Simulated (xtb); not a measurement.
CH$_{6}$Si$_{2}$: frequency calculation

System: CH$_{6}$Si$_{2}$, SMILES C1[SiH2][SiH2]1.
Method: GFN-FF, ALPB solvent furane (xtb 6.7.1 later snapshot).

The geometry was optimised with GFN-FF/ALPB(furane).

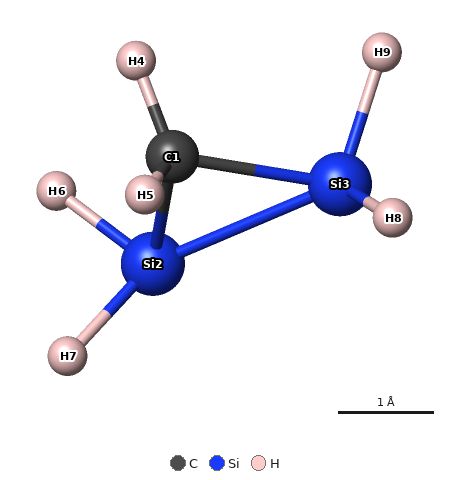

*The structure (ball-and-stick view, seen at a tilt; atoms are numbered from 1 in the order of the input).*

Bond lengths as drawn: C–H 1.09 Å, C–Si 1.87 Å, H–Si 1.46 Å and Si–Si 2.34 Å.

## Key numbers

| quantity | value |
| --- | --- |
| outcome | converged |
| total energy | −1.075883 hartree |
| dispersion energy | −0.004198 hartree |
| solvation energy | −0.001988 hartree |
| zero-point energy | 0.055724 hartree |
| dipole moment | 0.10 D |
| wavenumbers, lowest and highest | 85 and 3081 cm⁻¹ |
| hardware | 1 thread of Arm Neoverse V1, 24 GiB of memory available, shared host |
| peak memory | 0.077 GiB |

## Input file (mol.coord)
```
$coord
     -0.898904922962      0.034695371648     -0.808235863502  c
      2.085615134704      1.700016518975      0.057882311197  si
      0.201274729534     -1.785243167195      2.004092349688  si
     -2.643197725037      1.093924659023     -0.600743935019  h
     -0.917858875992     -0.957977761618     -2.603211120239  h
      1.117716310932      4.276034480281      0.026796316447  h
      3.247003016377      1.742969993787     -2.436612865092  h
     -0.029649802895     -4.315057324754      0.945883514420  h
     -2.161997864662     -1.789343872886      3.414130394839  h
$end
```

## File input.inp
```
$thermo
   temp=298.15,400.0,600.0,800.0,1000.0,1500.0
   sthr=100
$end
```

Run as:
```bash
xtb mol.coord --gfnff -I input.inp --hess --alpb furane > mol.out 2> xtb.err
```

## What the program printed
```
* xtb version 6.7.1
   ID    Z sym.   atoms
    1    6 c      1
    2   14 si     2, 3
    3    1 h      4-9

           -------------------------------------------------
          |                Calculation Setup                |
           -------------------------------------------------

          program call               : xtb mol.coord --gfnff -I input.inp --hess --alpb furane
          coordinate file            : mol.coord
          omp threads                :                     1

          ==================== Thresholds ====================
          CN  :   150.00000
          rep :   500.00000
          disp:  2500.00000
          HB1 :   250.00000
          HB2 :   450.00000

          Pauling EN used:
          Z : 1  EN :  2.20
          Z : 6  EN :  2.55
          Z :14  EN :  1.90
          electric field strengths (au): 0.000

           -------------------------------------------------
          |           Force Field Initialization            |
           -------------------------------------------------

          distances ...
          ----------------------------------------
          generating topology and atomic info file ...
          pair mat ...
          computing topology distances matrix with Floyd-Warshall algo ...
          making topology EEQ charges ...
          #fragments for EEQ constrain: 1
          ----------------------------------------
          generating topology and atomic info file ...
          pair mat ...
          computing topology distances matrix with Floyd-Warshall algo ...
          making topology EEQ charges ...
          #fragments for EEQ constrain: 1
          rings ...
          # BATM   24
          # H in HB   4

  atom   neighbors  erfCN metchar sp-hybrid imet pi  qest     coordinates
    1  c       4    3.48   0.00         3    0    0  -0.065   -0.898905    0.034695   -0.808236
    2  si      4    3.44   0.04         3    0    0   0.026    2.085615    1.700017    0.057882
    3  si      4    3.44   0.04         3    0    0   0.026    0.201275   -1.785243    2.004092
    4  h       1    0.97   0.00         0    0    0   0.018   -2.643198    1.093925   -0.600744
    5  h       1    0.97   0.00         0    0    0   0.018   -0.917859   -0.957978   -2.603211
    6  h       1    0.96   0.01         0    0    0  -0.006    1.117716    4.276034    0.026796
    7  h       1    0.96   0.01         0    0    0  -0.006    3.247003    1.742970   -2.436613
    8  h       1    0.96   0.01         0    0    0  -0.006   -0.029650   -4.315057    0.945884
    9  h       1    0.96   0.01         0    0    0  -0.006   -2.161998   -1.789344    3.414130

          #atoms :   9
          #bonds :   9
          #angl  :   18
          #tors  :   24
          #nmol  :   1
          #optfrag :   1
           -------------------------------------------------
          |                   G F N - F F                   |
          |          A general generic force-field          |
          |                  Version 1.0.3                  |
           -------------------------------------------------
      * Solvation model:               ALPB
        Solvent                        furane
        Parameter file                 internal GFN-FF/ALPB
        Dielectric constant                2.9400E+00
        Reference state                gsolv [1 M gas/solution]
        Free energy shift                  1.9439E-03 Eh       1.2198E+00 kcal/mol
        Temperature                        2.9815E+02 K
        Density                            9.3600E-01 kg/L
        Solvent mass                       6.8070E+01 g/mol
        Interaction kernel             P16
        Born radius scaling (c1)           1.3474E+00
        Born radii integrator          GBOBC
        Born offset                        0.0000E+00 a0       0.0000E+00 AA
        H-bond correction              true
        Ion screening                  false
        Surface tension                    1.0000E-05 Eh       1.5569E+01 dyn/cm
        Grid points                               230 per atom
          Number of HB bonds (bound hydrogen)     0
          Number of HB bonds (unbound hydrogen)   0
          Number of XB bonds                      0

 E+G (total)                   0 d,  0 h,  0 min,  0.000 sec
 distance/D3 list               ...        0 min,  0.000 sec (  0.650%)
 non bonded repulsion           ...        0 min,  0.000 sec (  2.945%)
 dCN                            ...        0 min,  0.000 sec (  1.956%)
 EEQ energy and q               ...        0 min,  0.000 sec (  7.685%)
 D3                             ...        0 min,  0.000 sec (  4.390%)
 EEQ gradient                   ...        0 min,  0.000 sec ( 13.414%)
 bonds                          ...        0 min,  0.000 sec (  4.784%)
 bend and torsion               ...        0 min,  0.000 sec (  8.710%)
 bonded ATM                     ...        0 min,  0.000 sec (  1.940%)
 HB/XB (incl list setup)        ...        0 min,  0.000 sec (  8.044%)
 GBSA                           ...        0 min,  0.000 sec ( 51.019%)

         :::::::::::::::::::::::::::::::::::::::::::::::::::::
         ::                     SUMMARY                     ::
         :::::::::::::::::::::::::::::::::::::::::::::::::::::
         :: total energy              -1.075883418144 Eh    ::
         :: total w/o Gsolv           -1.073895824113 Eh    ::
         :: w/o Gsasa/hb/shift        -1.073900498378 Eh    ::
         :: gradient norm              0.000079322305 Eh/a0 ::
         ::.................................................::
         :: bond energy               -1.131653319391 Eh    ::
         :: angle energy               0.021966590525 Eh    ::
         :: torsion energy             0.000313423867 Eh    ::
         :: repulsion energy           0.041081221126 Eh    ::
         :: electrostat energy        -0.001396450168 Eh    ::
         :: dispersion energy         -0.004198472006 Eh    ::
         :: HB energy                  0.000000000000 Eh    ::
         :: XB energy                  0.000000000000 Eh    ::
         :: bonded atm energy         -0.000008818066 Eh    ::
         :: external energy            0.000000000000 Eh    ::
         :: -> Gsolv                  -0.001987594031 Eh    ::
         ::    -> Gborn               -0.000004674264 Eh    ::
         ::    -> Gsasa               -0.003926796144 Eh    ::
         ::    -> Ghb                 -0.000000039945 Eh    ::
         ::    -> Gshift               0.001943916323 Eh    ::
         :: add. restraining           0.000000000000 Eh    ::
         :: total charge              -0.000000000000 e     ::
         :::::::::::::::::::::::::::::::::::::::::::::::::::::

           -------------------------------------------------
          |                Numerical Hessian                |
           -------------------------------------------------
step length          :   0.00500
SCC accuracy         :   0.30000
Hessian scale factor :   1.00000
frozen atoms in %    :   0.00000    0
RMS gradient         :   0.00008
estimated CPU  time      0.00 min

writing file <hessian>, containing the non-mass-weighted Hessian matrix in atomic units (Eₕ/Bohr²).

 projected vibrational frequencies (cm⁻¹)
eigval :       -0.00    -0.00    -0.00     0.00     0.00     0.00
eigval :       85.46    91.98   371.11   506.34   527.52   572.93
eigval :      577.27   623.20   638.55   655.38   710.27   718.77
eigval :      762.50   811.39  1346.51  2154.21  2156.55  2160.53
eigval :     2161.93  3034.10  3080.94
           -------------------------------------------------
          |                Property Printout                |
           -------------------------------------------------

molecular dipole:
                 x           y           z       tot (Debye)
 q only:        0.029      -0.001       0.026       0.098
           -------------------------------------------------
Molecule has the following symmetry elements: (C2) 2*(sigma)
It seems to be the C2v point group
          |               Frequency Printout                |
           -------------------------------------------------
 projected vibrational frequencies (cm⁻¹)
eigval :       -0.00    -0.00    -0.00     0.00     0.00     0.00
eigval :       85.46    91.98   371.11   506.34   527.52   572.93
eigval :      577.27   623.20   638.55   655.38   710.27   718.77
eigval :      762.50   811.39  1346.51  2154.21  2156.55  2160.53
eigval :     2161.93  3034.10  3080.94
 reduced masses (amu)
    1:      4.31    2:      9.43    3:      5.24    4:      3.16    5:      7.33    6:      3.59
    7:      1.08    8:      1.12    9:      4.43   10:      1.45   11:      1.16   12:      1.06
   13:      1.14   14:      1.02   15:      1.02   16:      1.31   17:      1.18   18:      1.06
   19:      3.26   20:      3.31   21:      1.17   22:      1.05   23:      1.05   24:      1.04
   25:      1.04   26:      1.06   27:      1.11
 IR intensities (km·mol⁻¹)
    1:      0.00    2:      0.00    3:      0.00    4:      0.01    5:      0.00    6:      0.00
    7:      0.03    8:      0.02    9:      0.00   10:      0.01   11:      0.06   12:      0.01
   13:      0.34   14:      0.17   15:      0.00   16:      0.11   17:      0.00   18:      0.05
   19:      0.23   20:      0.01   21:      0.28   22:      0.00   23:      0.00   24:      0.03
   25:      0.02   26:      2.32   27:      0.85
 Raman intensities (Ä⁴*amu⁻¹)
    1:      0.00    2:      0.00    3:      0.00    4:      0.00    5:      0.00    6:      0.00
    7:      0.00    8:      0.00    9:      0.00   10:      0.00   11:      0.00   12:      0.00
   13:      0.00   14:      0.00   15:      0.00   16:      0.00   17:      0.00   18:      0.00
   19:      0.00   20:      0.00   21:      0.00   22:      0.00   23:      0.00   24:      0.00
   25:      0.00   26:      0.00   27:      0.00
 output can be read by thermo (or use thermo option).
 writing <g98.out> molden fake output.
 recommended (thermochemical) frequency scaling factor: 1.0
           -------------------------------------------------
          |             Thermodynamic Functions             |
           -------------------------------------------------

c2v symmetry found (for desy threshold:  0.10E+00) used in thermo

          ...................................................
          :                      SETUP                      :
          :.................................................:
          :  # frequencies                          21      :
          :  # imaginary freq.                       0      :
          :  linear?                             false      :
          :  only rotor calc.                    false      :
          :  symmetry                              c2v      :
          :  rotational number                       2      :
          :  scaling factor                  1.0300000      :
          :  rotor cutoff                  100.0000000 cm⁻¹ :
          :  imag. cutoff                  -20.0000000 cm⁻¹ :
          :.................................................:

    mode    ω/cm⁻¹     T·S(HO)/kcal·mol⁻¹    T·S(FR)/kcal·mol⁻¹   T·S(vib)
   ------------------------------------------------------------------------
       1     88.02   -10.34980 ( 37.51%)    -6.87720 ( 62.49%)    -8.17978
       2     94.74   -10.13074 ( 44.61%)    -6.76784 ( 55.39%)    -8.26819
   ------------------------------------------------------------------------

   temp. (K)  partition function   enthalpy   heat capacity  entropy
                                   cal/mol     cal/K/mol   cal/K/mol   J/K/mol
 298.15  VIB   15.5                 2077.788     14.393     11.610
         ROT  0.244E+05              888.727      2.981     23.057
         INT  0.379E+06             2966.515     17.374     34.667
         TR   0.196E+26             1481.212      4.968     38.830
         TOT                        4447.7277    22.3422    73.4965   307.5093

   temp. (K)  partition function   enthalpy   heat capacity  entropy
                                   cal/mol     cal/K/mol   cal/K/mol   J/K/mol
 400.00  VIB   53.1                 3902.269     18.861     16.505
         ROT  0.379E+05             1192.323      2.981     23.933
         INT  0.201E+07             5094.591     21.842     40.438
         TR   0.304E+26             1987.204      4.968     40.290
         TOT                        7081.7957    26.8098    80.7272   337.7628

   temp. (K)  partition function   enthalpy   heat capacity  entropy
                                   cal/mol     cal/K/mol   cal/K/mol   J/K/mol
 600.00  VIB   606.                 8511.414     24.437     25.301
         ROT  0.697E+05             1788.484      2.981     25.141
         INT  0.422E+08            10299.897     27.418     50.442
         TR   0.559E+26             2980.806      4.968     42.304
         TOT                       13280.7038    32.3857    92.7463   388.0503

   temp. (K)  partition function   enthalpy   heat capacity  entropy
                                   cal/mol     cal/K/mol   cal/K/mol   J/K/mol
 800.00  VIB  0.601E+04            14027.396     28.173     32.872
         ROT  0.107E+06             2384.645      2.981     25.999
         INT  0.645E+09            16412.041     31.154     58.871
         TR   0.860E+26             3974.409      4.968     43.733
         TOT                       20386.4499    36.1223   102.6039   429.2947

   temp. (K)  partition function   enthalpy   heat capacity  entropy
                                   cal/mol     cal/K/mol   cal/K/mol   J/K/mol
1000.00  VIB  0.500E+05            20185.348     30.915     39.468
         ROT  0.150E+06             2980.806      2.981     26.664
         INT  0.749E+10            23166.154     33.895     66.132
         TR   0.120E+27             4968.011      4.968     44.842
         TOT                       28134.1647    38.8633   110.9741   464.3158

   temp. (K)  partition function   enthalpy   heat capacity  entropy
                                   cal/mol     cal/K/mol   cal/K/mol   J/K/mol
1500.00  VIB  0.501E+07            37395.524     35.064     52.890
         ROT  0.275E+06             4471.210      2.981     27.873
         INT  0.138E+13            41866.733     38.044     80.762
         TR   0.221E+27             7452.016      4.968     46.856
         TOT                       49318.7494    43.0123   127.6183   533.9551

       T/K    H(0)-H(T)+PV         H(T)/Eh          T*S/Eh         G(T)/Eh
   ------------------------------------------------------------------------
    298.15    0.708791E-02    0.628115E-01    0.349206E-01    0.278910E-01
    400.00    0.112856E-01    0.670092E-01    0.514588E-01    0.155504E-01
    600.00    0.211641E-01    0.768878E-01    0.886803E-01   -0.117925E-01
    800.00    0.324879E-01    0.882115E-01    0.130808E+00   -0.425963E-01
   1000.00    0.448346E-01    0.100558E+00    0.176849E+00   -0.762902E-01
   1500.00    0.785944E-01    0.134318E+00    0.305059E+00   -0.170741E+00 (used)
   ------------------------------------------------------------------------

         :::::::::::::::::::::::::::::::::::::::::::::::::::::
         ::                  THERMODYNAMIC                  ::
         :::::::::::::::::::::::::::::::::::::::::::::::::::::
         :: total free energy          -1.246624469865 Eh   ::
         ::.................................................::
         :: total energy               -1.075883418072 Eh   ::
         :: zero point energy           0.055723639787 Eh   ::
         :: G(RRHO) w/o ZPVE           -0.226464691580 Eh   ::
         :: G(RRHO) contrib.           -0.170741051793 Eh   ::
         :::::::::::::::::::::::::::::::::::::::::::::::::::::

           -------------------------------------------------
          | TOTAL ENERGY               -1.075883418072 Eh   |
          | TOTAL ENTHALPY             -0.941565348365 Eh   |
          | TOTAL FREE ENERGY          -1.246624469865 Eh   |
          | GRADIENT NORM               0.000079320990 Eh/α |
           -------------------------------------------------
########################################################################
[WARNING] Runtime exception occurred
-1- gfnff_setup: Could not read topology file.
########################################################################

------------------------------------------------------------------------
------------------------------------------------------------------------
 total:
 *  cpu-time:     0 d,  0 h,  0 min,  0.009 sec
 * ratio c/w:     1.000 speedup
 SCF:
 *  cpu-time:     0 d,  0 h,  0 min,  0.000 sec
 * ratio c/w:     0.998 speedup
 analytical hessian:
 *  cpu-time:     0 d,  0 h,  0 min,  0.006 sec
 * ratio c/w:     1.000 speedup
```

## File vibspectrum
```
$vibrational spectrum
#  mode     symmetry     wave number   IR intensity    selection rules
#                         cm**(-1)      (km*mol⁻¹)        IR
     1                      -0.00         0.00000          -
     2                      -0.00         0.00000          -
     3                      -0.00         0.00000          -
     4                       0.00         0.00000          -
     5                       0.00         0.00000          -
     6                       0.00         0.00000          -
     7        a             85.46         0.02981         YES
     8        a             91.98         0.01502         YES
     9        a            371.11         0.00053         NO
    10        a            506.34         0.01090         YES
    11        a            527.52         0.06120         YES
    12        a            572.93         0.00620         NO
    13        a            577.27         0.34372         YES
    14        a            623.20         0.16882         YES
    15        a            638.55         0.00011         NO
    16        a            655.38         0.10618         YES
    17        a            710.27         0.00044         NO
    18        a            718.77         0.05426         YES
    19        a            762.50         0.23264         YES
    20        a            811.39         0.01041         YES
    21        a           1346.51         0.27792         YES
    22        a           2154.21         0.00144         NO
    23        a           2156.55         0.00023         NO
    24        a           2160.53         0.02588         YES
    25        a           2161.93         0.02258         YES
    26        a           3034.10         2.31599         YES
    27        a           3080.94         0.84905         YES
$end
```

## Standard error
```
normal termination of xtb
```

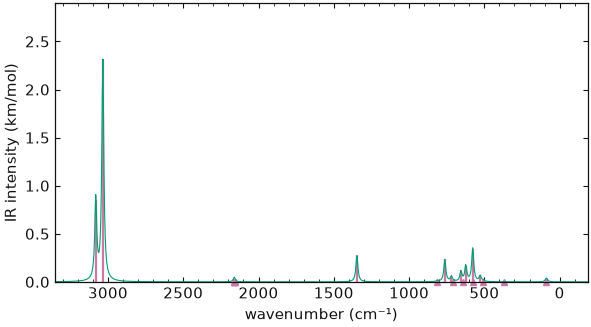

*Harmonic infrared spectrum, unscaled: sticks (degenerate modes added up, dark ones marked on the axis) with a Lorentzian envelope of 16 cm⁻¹ full width, scaled to the tallest stick.*

21 modes from 85 to 3081 cm⁻¹, none imaginary. The strongest line is at 3034 cm⁻¹ (2.3 km/mol).
